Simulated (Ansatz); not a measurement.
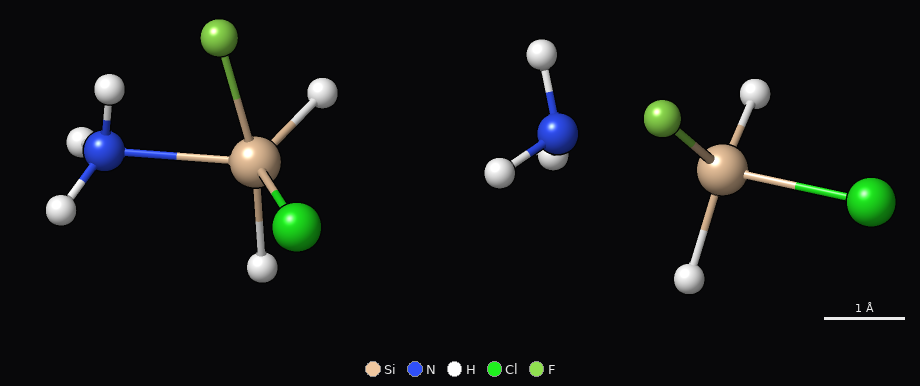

Two geometries of SiNH5ClF (started from a transition state, displaced along its imaginary mode), drawn at one scale. One is the start of a relaxation, the other its converged end. The picture is a ball-and-stick view, seen at a tilt.

Level of theory: Ansatz, RKS PBE0-D4/def2-TZVP. Set-up: force threshold 0.005 eV/Å; at most 200 steps.

Q: Which one is relaxed?

A: The right one is the relaxed one. Over 22 accepted moves (23 points after the start) the energy falls by 33.5 kcal/mol. Largest force component: 5 eV/Å at the start, 0.0016 eV/Å at the end. The line search rejected the trial step at point 4 of the run. The atom that moves furthest after the best rigid fit is the Cl atom (1.57 Å). Largest moves by element: Cl 1.57 Å, F 1.30 Å, H 0.92 Å, Si 0.40 Å, N 0.38 Å. Near-neighbour distances that change, for instance: H–Si 2.057 → 2.827 Å, N–Si 1.916 → 2.316 Å, F–Si 1.830 → 1.605 Å, H–N 0.916 → 1.014 Å. Bond angles that change, for instance: H–Si–F 168.7° → 115.6°, H–Si–F 84.9° → 115.6°, H–Si–Cl 126.8° → 100.0°.
